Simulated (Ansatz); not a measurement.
## Glassy 59P2O5-36K2O-5BeO (mol %) (117 atoms): geometry optimisation

Wanted: the relaxed structure of glassy 59P2O5-36K2O-5BeO (mol %) (117 atoms) and its electronic structure.

Main program and level: Ansatz 0.2.0; Kohn-Sham DFT, revPBE, PAW (set soft_2), plane waves.

## 1. The structure

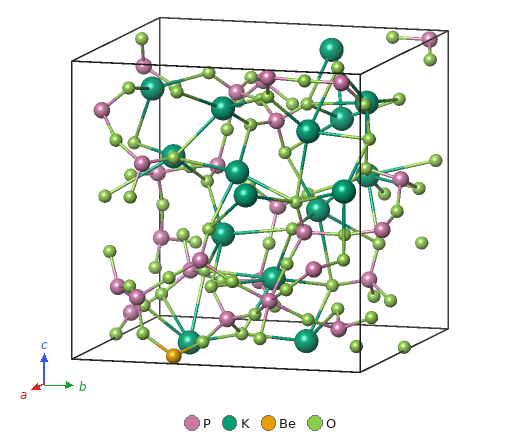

The starting structure, seen slightly off an axis (phosphorus pink, potassium teal, beryllium orange, oxygen green). Bonds to atoms that aren't drawn are left out. Some periodic images of atoms are drawn too.

The cell holds 117 atoms: 26 P, 16 K, 1 Be and 74 O. Its edges and angles: a = 12.116 Å, b = 12.116 Å, c = 12.116 Å, α = 90.0°, β = 90.0°, γ = 90.0°. 117 atoms (26 P, 16 K, 1 Be, 74 O) placed at random at 2.47 g/cm³, melted at 4000 K for 10 ps at fixed volume with the Morse and Coulomb pair potential with partial charges (Pedone, Malavasi, Menziani, Cormack and Segre, J. Phys. Chem. B 110, 11780 (2006)). Quenched from 4000 K to 300 K at 50 K/ps and fixed volume, held 10 ps at zero pressure.

Before any run, some limits are plain. The quench rate of 50 K/ps far exceeds what a furnace or splat quench reaches, so expect more defects and frozen-in strain than in a real sample. The starting topology of bonds comes from the classical model. The Brillouin zone is sampled at Γ only, in a cell whose shortest periodic width is 12 Å.

## 2. Single point at the start

A single point comes first, to see the forces before anything moves.

Input file input.yaml:

```yaml
crystal:
  lattice:
    - [12.11633, 0.0, 0.0]
    - [0.0, 12.11633, 0.0]
    - [0.0, 0.0, 12.11633]
  atoms:
    - { symbol: P, position: [0.7207, 0.07481, 0.20544] }
    - { symbol: P, position: [0.18549, 0.46479, 0.41342] }
    - { symbol: P, position: [0.46945, 0.54805, 0.74628] }
    - { symbol: P, position: [0.30246, 0.81794, 0.20116] }
    [... 107 atom lines left out ...]
    - { symbol: O, position: [0.57445, 0.4897, 0.74611] }
    - { symbol: O, position: [0.75821, 0.70375, 0.52241] }
    - { symbol: O, position: [0.62908, 0.4764, 0.05202] }
    - { symbol: O, position: [0.93139, 0.31627, 0.27733] }
    - { symbol: O, position: [0.76793, 0.96082, 0.7471] }
    - { symbol: O, position: [0.2029, 0.8045, 0.13013] }
kpoints:
  mp_grid: { grid: [1, 1, 1] }
hamiltonian:
  xc: revpbe
scf:
  occupations: { method: fermi_dirac, width: 0.05 }
output:
  forces: true
  stress: true
  populations: intrinsic
  dos:
    method: { smearing: { sigma: 0.15 } }
    de: 0.1
    projected: { site_lists: { Be: [Be], K: [K], O: [O], P: [P] } }
  eigenvalues: true
```

The run is started by

```
$ ansatz run input.yaml --threads 4 --pin off --max-ram 8192MiB --backend cpu --events-out ev --progress --plain --runs-dir out
```

It took 39 s on 4 threads of Arm Neoverse V2, shared host; peak memory 2.5 GiB.

Read from the output:

| Item | Value |
| --- | --- |
| free energy | -86577.8602 eV |
| free energy per atom | -739.9817 eV/atom |
| SCF cycles | 11 |
| pressure | 6.2 GPa |
| r.m.s. force component | 1.586 eV/Å |
| longest force | 7.308 eV/Å |
| Fermi energy | 6.058 eV |
| gap (highest filled to lowest empty level) | 1.212 eV |

The r.m.s. force component of 1.6 eV/Å and the pressure of 6.2 GPa set the starting point.

Neighbours are counted within 2.11 Å (O-P), 3.48 Å (O-K), 1.98 Å (O-Be).

Length of the force by element and coordination:

```tsv
element	coordination	atoms	mean length of the force (eV/Å)	spread	least	most
Be	all	1	1.46	0	1.46	1.46
K	all	16	1.38	0.64	0.230	2.55
K	4	3	1.53	0.528	0.798	2.02
K	5	3	1.08	0.124	0.939	1.24
K	6	4	1.44	0.734	0.523	2.55
K	7	5	1.51	0.765	0.230	2.41
K	8	1	0.990	0	0.990	0.990
O	all	74	2.01	1.01	0.357	5.08
O	1	6	1.59	0.462	0.824	2.17
O	2	30	2.19	0.923	1.06	4.44
O	3	20	1.72	0.806	0.409	3.20
O	4	13	2.04	1.43	0.357	5.08
O	5	5	2.44	0.867	1.40	3.67
P	all	26	3.90	1.69	0.679	7.31
P	4	25	3.86	1.71	0.679	7.31
P	6	1	4.97	0	4.97	4.97
```

## 3. Relaxation

The atoms are relaxed in the fixed cell, aiming at the force tolerance of the input.

input.yaml, the sections that differ from step 2:

```yaml
output:
  forces: true
relax:
  f_tol: 0.05
  max_steps: 200
# crystal, kpoints, hamiltonian, scf: as in step 2
```

The job ended after 21 min (4 threads; peak memory 2.4 GiB; 81 min of CPU time).

The steps of the relaxation (22 of 78):

```tsv
step	energy less that of the first step (eV)	largest force component (eV/Å)
1	0.0000	6.4114
5	-16.1279	0.7802
8	-18.1752	0.3833
12	-19.8581	0.8123
16	-20.8331	0.4109
19	-21.4252	0.4973
23	-22.0487	0.4357
27	-22.2178	0.1950
30	-22.3248	0.5025
34	-22.5999	0.2304
38	-22.9667	0.1961
41	-23.2317	0.2153
45	-23.4047	0.1382
49	-23.4842	0.1306
52	-23.5816	0.1785
56	-23.8790	0.2007
60	-24.2922	0.1853
63	-24.4859	0.2915
67	-24.5997	0.2655
71	-24.7315	0.8545
74	-24.9193	0.5593
78	-24.9737	0.0429
```

Relaxation steps 44, 75 were tried and not accepted.

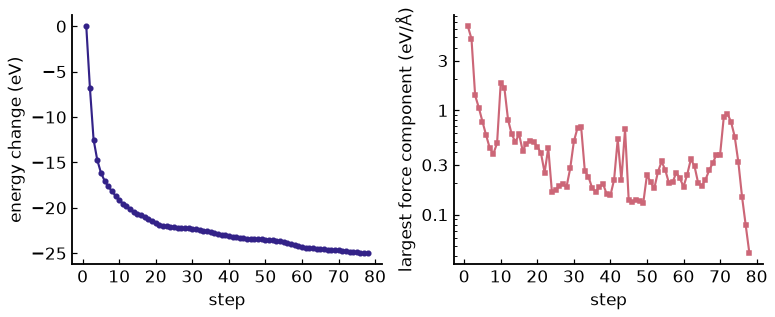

Energy and largest force along the relaxation.

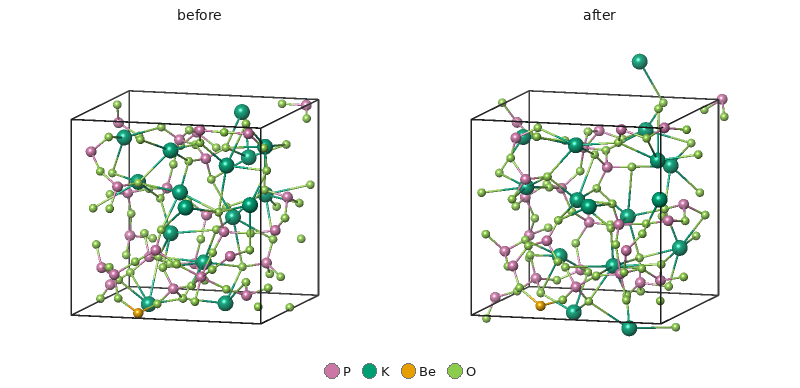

Before and after, at one scale. Bonds to atoms that aren't drawn are left out.

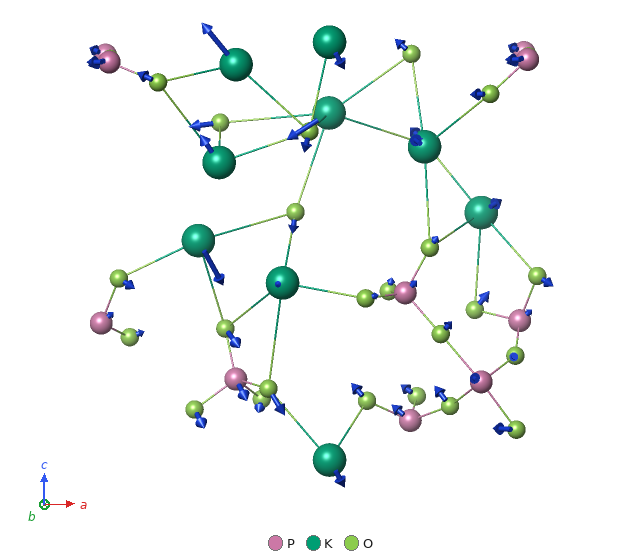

Displacements in the relaxation, scaled; the longest in the cell stands for 3.72 Å. Drawn is a slice 4 Å thick, seen along the normal of the ac plane.

The atoms that moved most (Å):

```tsv
atom	dx	dy	dz	length
K34	1.689	1.428	-2.997	3.725
K32	-2.244	-0.833	2.757	3.651
K36	-2.605	-0.436	-1.575	3.075
O106	0.105	0.451	2.515	2.557
O76	0.211	-1.073	-2.252	2.503
O45	0.812	-1.896	-1.114	2.344
O116	-0.924	1.739	0.941	2.182
O66	-1.064	-1.216	-1.435	2.162
```

The relaxation changed the energy by -213 meV/atom, and atoms moved by 1.4 Å r.m.s., 3.7 Å at most.

## 4. Structure statistics after relaxation

Bonds before and after, by the cutoffs listed below:

```tsv
pair	bonds before	bonds after	mean before (Å)	mean after (Å)	spread before (Å)	spread after (Å)
O-P	106	105	1.546	1.577	0.062	0.084
O-Be	3	4	1.538	1.689	0.011	0.058
```

Density 2.45 g/cm³, 15.20 Å³ an atom.

Pair distribution functions g(r), in bins of 0.2 Å:

```tsv
r (Å)	total	O-O	O-P	O-K	O-Be	P-P	P-K
1.40	1.14	0.00	4.05	0.00	0.00	0.00	0.00
1.60	3.21	0.00	11.05	0.00	10.45	0.00	0.00
1.80	0.19	0.00	0.57	0.00	3.04	0.00	0.00
2.00	0.00	0.00	0.00	0.00	0.00	0.00	0.00
2.20	0.02	0.05	0.00	0.00	0.00	0.00	0.00
2.40	0.45	1.00	0.00	0.30	0.00	0.00	0.00
2.60	2.57	5.25	0.05	2.62	0.00	0.00	0.00
2.80	0.81	0.69	0.05	2.58	0.00	1.53	0.00
3.00	0.83	0.57	0.25	1.42	1.04	4.65	0.00
3.20	0.89	0.96	0.61	1.05	0.00	1.03	1.48
3.40	1.08	0.92	1.80	0.31	0.00	0.00	2.23
3.60	1.01	0.92	1.33	0.41	2.93	0.00	2.10
3.80	0.94	0.75	1.21	0.58	1.98	0.14	2.14
4.00	1.12	0.61	1.74	1.01	2.33	0.65	1.41
4.20	1.02	0.67	1.34	0.96	1.08	1.30	1.76
4.40	0.92	0.89	0.90	0.97	2.04	1.52	0.27
4.60	0.94	1.19	0.79	0.65	0.93	0.89	0.71
4.80	1.15	1.56	0.67	1.47	0.85	0.91	0.22
5.00	1.07	1.25	0.56	1.60	0.77	1.26	0.41
5.20	1.07	0.93	1.05	1.17	0.34	1.71	1.39
5.40	0.94	1.02	0.87	0.84	1.00	1.01	1.17
5.60	0.99	1.02	1.12	0.73	1.21	0.74	1.19
5.80	0.86	0.79	0.97	0.84	0.85	1.00	0.76
6.00	1.02	0.97	1.25	0.92	2.40	0.64	0.89
```

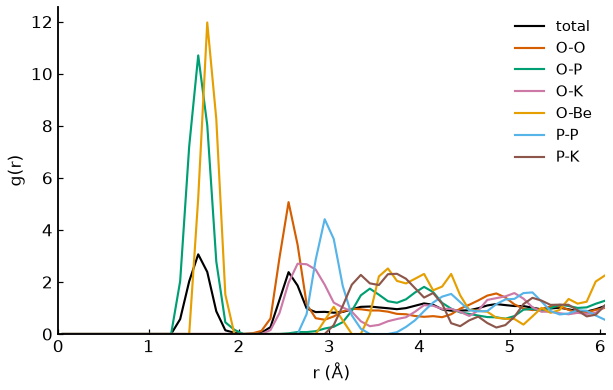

Pair distribution functions, lightly smoothed.

Bonds by pair of elements; cutoffs follow the first minimum of g(r), held within bounds set by covalent radii, and pairs that aren't listed don't count as bonded:

```tsv
pair A-B	cutoff (Å)	bonds	mean length (Å)	spread (Å)	shortest (Å)	B about A	A about B
O-P	2.11	105	1.58	0.084	1.45	1.42	4.04
O-K	3.15	91	2.78	0.168	2.42	1.23	5.69
O-Be	2.15	4	1.69	0.058	1.62	0.054	4
```

The cutoff for O-K falls short of the minimum of g(r), so counts run low and odd coordinations can be artefacts.

How many atoms have how many bonded neighbours:

```tsv
element	mean	1	2	3	4	5	6	7	9
Be	4	0	0	0	1	0	0	0	0
K	5.69	0	0	0	2	7	3	3	1
O	2.70	1	33	28	11	1	0	0	0
P	4.04	0	0	0	25	1	0	0	0
```

Bond angles, per cent of each kind in bins of 5°:

```tsv
angle (°)	O-P-O	K-O-P	K-O-K	P-O-P
65–70	0.0	0.0	1.8	0.0
70–75	0.0	0.0	1.8	0.0
75–80	0.0	1.0	9.3	0.0
80–85	0.0	5.0	3.7	0.0
85–90	2.5	10.9	7.4	0.0
90–95	0.6	8.9	9.3	0.0
95–100	9.4	9.9	16.7	0.0
100–105	21.2	8.9	3.7	0.0
105–110	23.7	4.0	20.4	0.0
110–115	18.8	4.0	0.0	0.0
115–120	16.3	8.9	5.6	3.2
120–125	5.0	8.9	1.8	16.1
125–130	1.9	5.9	1.8	16.1
130–135	0.0	7.9	5.6	19.4
135–140	0.0	5.9	3.7	12.9
140–145	0.0	2.0	1.8	19.4
145–150	0.0	1.0	1.8	3.2
150–155	0.0	3.0	0.0	6.5
155–160	0.0	1.0	0.0	0.0
160–165	0.0	1.0	1.8	3.2
165–170	0.0	0.0	0.0	0.0
170–175	0.0	1.0	1.8	0.0
175–180	0.6	1.0	0.0	0.0
```

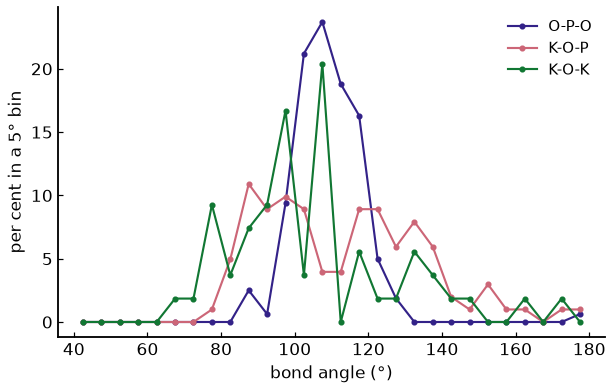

Distributions of the most common bond angles.

Bond angles (no mean is given where the spread exceeds 20°):

```tsv
angle	count	mean (°)	spread (°)
O-P-O	160	109	9.4
K-O-P	101	-	-
K-O-K	54	-	-
P-O-P	31	135	10.4
```

Oxygen atoms by the number of network formers (Si, P, Ge, B, Al, As, Ga) bound to them:

```tsv
network formers bound to O	O atoms	per cent
0	0	0
1	43	58.1
2	31	41.9
```

Network units: each former by its oxygen neighbours and how many of them bridge to another former:

```tsv
former	O neighbours	bridging O	atoms
P	4	1	3
P	4	2	12
P	4	3	10
P	5	5	1
```

Bond length by coordination (bonds to H left out):

```tsv
element	coordination	atoms	mean bond length (Å)
K	4	2	2.72
K	5	7	2.76
K	6	3	2.79
K	7	3	2.82
K	9	1	2.82
O	1	1	1.47
O	2	33	1.79
O	3	28	2.20
O	4	11	2.46
O	5	1	2.58
P	4	25	1.57
P	5	1	1.66
```

Rings of the network by King's shortest-path rule, up to 12 atoms, one path for each pair of neighbours; H, halogens, alkali and alkaline-earth atoms are left out, and the last column divides by all other atoms, bonded or not:

```tsv
ring size (atoms)	rings	per network atom
10	2	0.02
12	2	0.02
```

The O-P-O angle averages 109° with a spread of 9°. Counting bonds to P alone, not to Be, 42 % of the oxygens join two of these atoms and 58 % one. The commonest P unit has 4 oxygens, 2 of them shared with other formers (12 of 26 atoms). Rings of 10 and 12 atoms are the most common (50 % each of those counted); sizes run from 10 to 12, where the search stops.

## 5. Single point at the relaxed geometry

One more single point at the end of the walk gives the fuller output and checks the residual forces.

Input file input.yaml:

```yaml
crystal:
  lattice:
    - [12.11633, 0.0, 0.0]
    - [0.0, 12.11633, 0.0]
    - [0.0, 0.0, 12.11633]
  atoms:
    - { symbol: P, position: [0.72108, 0.09202, 0.29005] }
    - { symbol: P, position: [0.21331, 0.38198, 0.37632] }
    - { symbol: P, position: [0.46852, 0.55539, 0.70294] }
    - { symbol: P, position: [0.34912, 0.69398, 0.10221] }
    [... 107 atom lines left out ...]
    - { symbol: O, position: [0.56095, 0.51689, 0.77909] }
    - { symbol: O, position: [0.78572, 0.67876, 0.56825] }
    - { symbol: O, position: [0.71513, 0.53252, 0.05258] }
    - { symbol: O, position: [0.92142, 0.27709, 0.35476] }
    - { symbol: O, position: [0.69168, 0.10434, 0.82476] }
    - { symbol: O, position: [0.24535, 0.66392, 0.04138] }
kpoints:
  mp_grid: { grid: [1, 1, 1] }
hamiltonian:
  xc: revpbe
scf:
  occupations: { method: fermi_dirac, width: 0.05 }
output:
  forces: true
  stress: true
  populations: true
  dos:
    method: { smearing: { sigma: 0.1 } }
    de: 0.1
    projected: { site_lists: { Be: [Be], K: [K], O: [O], P: [P] } }
  eigenvalues: true
  write_density: true
  write_potential: true
  volumetric_format: npy
```

Run time: 42 s. Hardware: 4 threads; peak memory 2.5 GiB.

The program notes that the exchange-correlation potential is rough where the density is thin.

Read from the output:

```yaml
free_energy: -86602.8339 eV
free_energy_per_atom: -740.1952 eV/atom
scf_cycles: 10
pressure: 3.031 GPa
r_m_s_force_component: 0.00992 eV/Å
longest_force: 0.05059 eV/Å
fermi_energy: 5.498 eV
spacing_of_highest_filled_and_lowest_empty_level: 3.799 eV
spilling_of_the_projection: 0.01498
```

Löwdin charges by element (they lack the spilled electrons, 0.092 e an atom on average):

```tsv
element	coordination	atoms	mean charge (e)	spread	least	most
Be	all	1	1.60	0	1.60	1.60
K	all	16	0.844	0.0096	0.826	0.860
O	all	74	-0.810	0.0743	-0.977	-0.704
P	all	26	2.14	0.0441	2.04	2.24
```

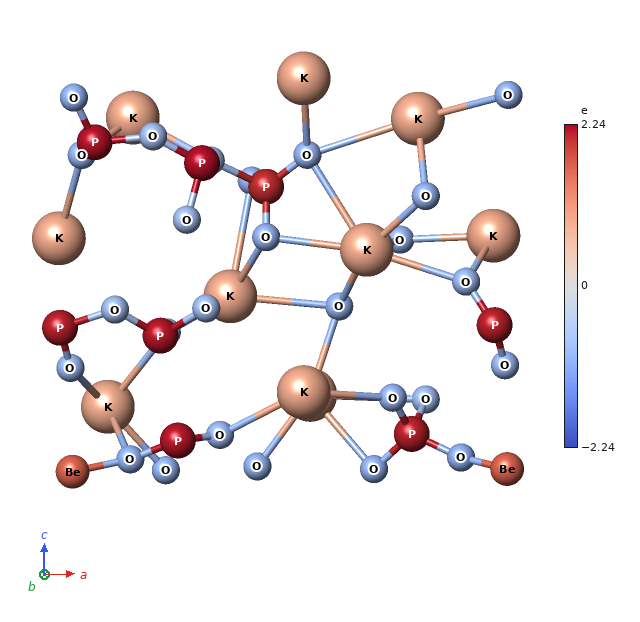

Atoms coloured by Löwdin charge. Drawn is a slice 4 Å thick, seen along the normal of the ac plane.

Density of states as counts of states in windows of 1 eV (from the Fermi level), total and the larger projections:

```tsv
from (eV)	to (eV)	total	O p	P p	O s	K p
-14	-13	76.6	6.1	1.4	1.1	66.6
-13	-12	19.4	8.2	2.4	1.1	6.3
-12	-11	11.8	7.7	2.5	0.7	0.1
-11	-10	16.1	10.8	3.6	0.8	0.1
-10	-9	9.9	6.8	1.2	1.2	0.0
-9	-8	26.4	18.6	2.7	3.5	0.1
-8	-7	52.3	39.3	4.9	5.5	0.2
-7	-6	58.9	48.6	4.2	3.8	0.2
-6	-5	57.3	50.2	2.7	2.3	0.2
-5	-4	72.9	66.8	2.9	0.8	0.2
-4	-3	75.3	71.0	1.7	0.3	0.2
-3	-2	29.4	28.4	0.3	0.1	0.1
-2	-1	2.0	2.0	0.0	0.0	0.0
-1	1	0.0	0.0	0.0	0.0	0.0
1	2	1.6	0.1	0.0	0.4	0.0
2	3	4.9	0.8	0.5	0.8	0.0
3	4	20.1	3.1	3.7	2.6	0.0
4	5	42.5	6.9	12.1	3.6	0.0
```

Between -26 and -14 eV lie 180 more states.

About 32 of the 720 electrons lie in deeper levels, below the stored range.

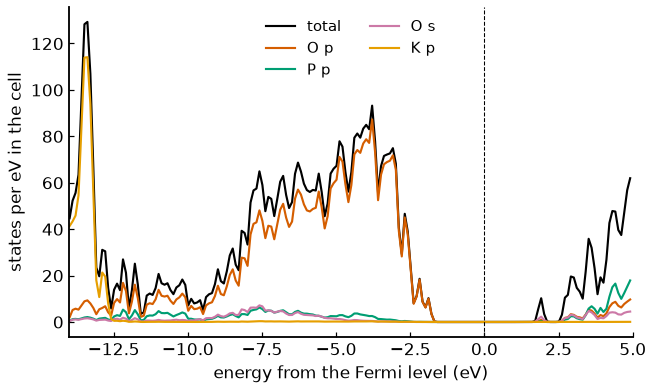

Total and projected density of states, with the broadening of the input.

The levels nearest the highest filled one (over half full), pooled over k-points and spins:

```tsv
level less the highest filled one (eV)	occupation
-0.732	2
-0.624	2
-0.587	2
-0.332	2
-0.261	2
0	2
3.80	0
4.63	0
4.81	0
4.87	0
5.00	0
5.14	0
```

Mean Löwdin charges: Be +1.60, K +0.84, O -0.81, P +2.14 e (they miss 1.5 % of the electrons, so they add up to more than the cell's charge).

## 6. What came out

| Item | Value |
| --- | --- |
| energy change in the relaxation | -213.4 meV/atom |
| r.m.s. displacement | 1.367 Å |
| largest displacement | 3.725 Å |
| free energy per atom | -740.1952 eV/atom |
| pressure | 3.031 GPa |
| r.m.s. force component | 0.00992 eV/Å |
| gap (highest filled to lowest empty level) | 3.799 eV |
| wall time of the 3 DFT runs | 22 min |

Relaxation lowers the energy by 213 meV/atom and moves atoms by 1.4 Å r.m.s.; the r.m.s. force component goes from 1.6 to 0.0099 eV/Å, the pressure goes from 6.2 to 3.0 GPa, and the gap from 1.21 to 3.80 eV. From the first step to the last the energy fell by 24.974 eV, and the largest move was 3.72 Å (K34, with 1 other atom within 2 % of it). The O-Be bonds change most in mean length: from 1.538 Å (spread 0.011) to 1.689 Å (spread 0.058), and their number from 3 to 4. Counting bonds to P alone, not to Be, 42 % of the oxygens join two of these atoms and 58 % one. The highest filled and lowest empty levels differ by 3.80 eV (at Γ alone); a semilocal functional tends to put such gaps too low. In a disordered cell it changes from sample to sample, and tail or defect levels can set it.

**Limits.** The network of bonds at the start is that of the classical potential that made the cell; in DFT atoms moved by 1.4 Å r.m.s. The pressure of 3.0 GPa says that the cell would expand at this level of theory.

[Logs are printed without paths, hosts, clocks, repeated set-up lines and the standing remarks that a program may print on its own settings, such as how far it seeks lower states.]

[Hosts, paths, dates, database ids (printed as entryN), source tags and the programs' standing remarks are cut or masked in the printed files.]
